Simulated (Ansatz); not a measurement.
# One shape, several levels: N2H3 (hydrazinyl radical)

Aim: a comparison of 6 runs (U-r2SCAN/STO-3G, U-revPBE/STO-3G, UPBE/STO-3G, UMP2/STO-3G, UCCSD/STO-3G, FCI/STO-3G) of N2H3 (hydrazinyl radical). 

The calculation is run with Ansatz 0.2.0.

30 further runs of the same task are left out: 30 set aside as unsound or not needed.

## (1) The system as given

N2H3 has 5 atoms, charge 0, and is taken as a doublet. As SMILES, `[NH]N`. The H3–N1 distance was set to 1.277 Å, away from the relaxed value.

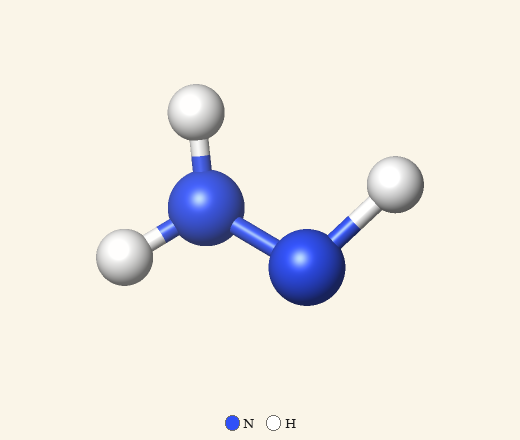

Viewed from a chosen angle; nitrogen blue, hydrogen white.

## (2) The energy at U-r2SCAN/STO-3G (run 1)

input.yaml

```yaml
crystal:
  periodic: [false, false, false]
  atoms:
    - {symbol: "N", position_ang: [-0.424438, -0.784703, 0.364741]}
    - {symbol: N, position_ang: [-0.365498, 0.268957, -0.457749]}
    - {symbol: H, position_ang: [0.759840, -0.951450, 0.811270]}
    - {symbol: H, position_ang: [-1.267788, 0.625647, -0.729329]}
    - {symbol: H, position_ang: [0.350522, 0.974927, -0.346129]}
basis:
  gaussian:
    orbitals: STO-3G
magnetization:
  spin_polarized: true
  initial_magnetization: 1
hamiltonian:
  xc: r2scan
accuracy: high
```

Command:

```bash
$ ansatz run input.yaml --threads 1 --pin off --max-ram 3480MiB --events-out events.jsonl --progress --plain --runs-dir runs
```

The program printed:

```text
Warning: RAYON_NUM_THREADS=1 ignored (pool sized by the plan → 1); use --threads N
Functional definition: r2SCAN
  name "r2SCAN"
  parameter k0 = 0.174
  parameter k1 = 0.065
  parameter a1 = 4.9479
  exchange = r2scan_x(k0 = k0, k1 = k1, a1 = a1)
  correlation = r2scan_c
209 factors; integrals over basis functions are off by at most 1.4e-8 eV
mean field evaluation 1: about -2983.8429 eV, gradient 9.8e0 eV
mean field evaluation 2: about -2983.2549 eV, gradient 1.4e1 eV
mean field evaluation 4: about -2984.6214 eV, gradient 4.1e-1 eV
mean field evaluation 8: about -2984.5727 eV, gradient 1.9e-2 eV
mean field evaluation 16: about -2984.5727 eV, gradient 1.3e-6 eV
mean field -2984.57268701 eV, -109.6810232317 hartree, gradient 1.1e-8 eV, S^2 0.752964; 0 other end points of the search recorded, 0 dependent functions left out
reference -2984.57268774 eV, -109.6810232585 hartree; 9, 8 occupied and 4, 5 virtual orbitals, 209 factors
Total energy: -2984.57268774 eV, -109.6810232585 hartree
```

Run time: 2.8 s. Hardware: 1 thread of Arm Neoverse V1, shared host; peak memory 0.18 GiB.

## (3) A single-point energy at U-revPBE/STO-3G (run 2)

run.yaml

```yaml
crystal:
  periodic: [false, false, false]
  atoms:
    - {symbol: "N", position_ang: [-0.424438, -0.784703, 0.364741]}
    - {symbol: N, position_ang: [-0.365498, 0.268957, -0.457749]}
    - {symbol: H, position_ang: [0.759840, -0.951450, 0.811270]}
    - {symbol: H, position_ang: [-1.267788, 0.625647, -0.729329]}
    - {symbol: H, position_ang: [0.350522, 0.974927, -0.346129]}
basis:
  gaussian: {orbitals: STO-3G}
magnetization: {spin_polarized: true, initial_magnetization: 1}
hamiltonian: {xc: {name: revPBE}}
accuracy: high
```

Command:

```bash
$ ansatz run run.yaml --threads 1 --pin off --max-ram 3480MiB --events-out events.jsonl --progress --plain --runs-dir runs
```

The program printed:

```text
Warning: RAYON_NUM_THREADS=1 ignored (pool sized by the plan → 1); use --threads N
Functional definition: revPBE
  name "revPBE"
  parameter kappa = 1.245
  parameter beta = 0.06672455060314922
  exchange = pbe_x(kappa = kappa, mu = beta*pi^2/3)
  correlation = pbe_c(beta = beta)
209 factors; integrals over basis functions are off by at most 1.4e-8 eV
mean field evaluation 1: about -2984.6425 eV, gradient 9.8e0 eV
mean field evaluation 2: about -2983.6755 eV, gradient 1.6e1 eV
mean field evaluation 4: about -2985.4066 eV, gradient 3.8e-1 eV
mean field evaluation 8: about -2985.3554 eV, gradient 1.1e-2 eV
mean field evaluation 16: about -2985.3554 eV, gradient 1.3e-6 eV
mean field -2985.35539607 eV, -109.7097872589 hartree, gradient 1.5e-8 eV, S^2 0.751587; 0 other end points of the search recorded, 0 dependent functions left out
reference -2985.35539819 eV, -109.7097873371 hartree; 9, 8 occupied and 4, 5 virtual orbitals, 209 factors
Total energy: -2985.35539819 eV, -109.7097873371 hartree
```

It took 1.2 s on 1 thread of Arm Neoverse V1, shared host; peak memory 0.11 GiB.

Runs 3 to 5 aren't shown in full; the table further down has their settings and results.

## (4) A single-point energy at FCI/STO-3G (run 6)

molecule.yaml

```yaml
crystal:
  periodic: [false, false, false]
  atoms:
    - {symbol: N, position_ang: [-0.424438, -0.784703, 0.364741]}
    - {symbol: N, position_ang: [-0.365498, 0.268957, -0.457749]}
    - {symbol: H, position_ang: [0.759840, -0.951450, 0.811270]}
    - {symbol: H, position_ang: [-1.267788, 0.625647, -0.729329]}
    - {symbol: H, position_ang: [0.350522, 0.974927, -0.346129]}
basis:
  gaussian: {orbitals: STO-3G}
accuracy: high
correlation: {method: fci, frozen_orbitals: {H: 0, "N": 1}}
magnetization: {spin_polarized: true, initial_magnetization: 1}
```

Command:

```bash
$ ansatz run molecule.yaml --threads 1 --pin off --max-ram 3480MiB --events-out events.jsonl --progress --plain --runs-dir runs
```

The program printed:

```text
Warning: RAYON_NUM_THREADS=1 ignored (pool sized by the plan → 1); use --threads N
Functional definition: HF
  name "HF"
  exchange = exact_x
  correlation = 0
209 factors; integrals over basis functions are off by at most 1.4e-8 eV
mean field evaluation 1: about -2967.7516 eV, gradient 1.1e1 eV
mean field evaluation 2: about -2967.8596 eV, gradient 1.1e1 eV
mean field evaluation 4: about -2968.9977 eV, gradient 2.1e0 eV
mean field evaluation 8: about -2969.1585 eV, gradient 1.8e-1 eV
mean field evaluation 16: about -2969.1577 eV, gradient 1.6e-8 eV
mean field -2969.15765454 eV, -109.1145312371 hartree, gradient 2.8e-8 eV, S^2 0.776114; 0 other end points of the search recorded, 0 dependent functions left out
2 core orbitals not correlated: weight in the atoms' cores, before any rotation towards them, 1.000 or more for the frozen orbitals, at most 0.000 for the correlated occupied ones
reference -2969.07960751 eV, -109.1116630614 hartree; 7, 6 occupied and 4, 5 virtual orbitals, 209 factors
state -2972.47591391 eV, -109.2364750195 hartree
Total energy: -2972.47591391 eV, -109.2364750195 hartree
```

Wall time 1.1 s (1 thread of Arm Neoverse V1, shared host).

## (5) All runs side by side

```tsv
run	level	frozen core orbitals	energy (Eh)	⟨S²⟩	wall time
1	U-r2SCAN/STO-3G	–	-109.681023	0.753	2.8 s
2	U-revPBE/STO-3G	–	-109.709787	0.752	1.2 s
3	UPBE/STO-3G	–	-109.596645	0.752	1.2 s
4	UMP2/STO-3G	2	-109.199653	0.776	0.08 s
5	UCCSD/STO-3G	2	-109.234861	0.776	0.16 s
6	FCI/STO-3G	2	-109.236475	–	1.1 s
```

## (6) Results

```
                                          quantity          value
                               run 6: total energy  -109.23648 Eh
run 6: correlation energy (2 core orbitals frozen)     -124.8 mEh
```

**Reading.** Against full CI in this basis: UMP2 +36.8 mEh; UCCSD +1.6 mEh. Totals of different functionals can't be ranked against each other. In runs 1, 2, 3, 4, 5, 6 the basis is minimal, so the values are rough. All runs together took 6.5 s, the longest 2.8 s.
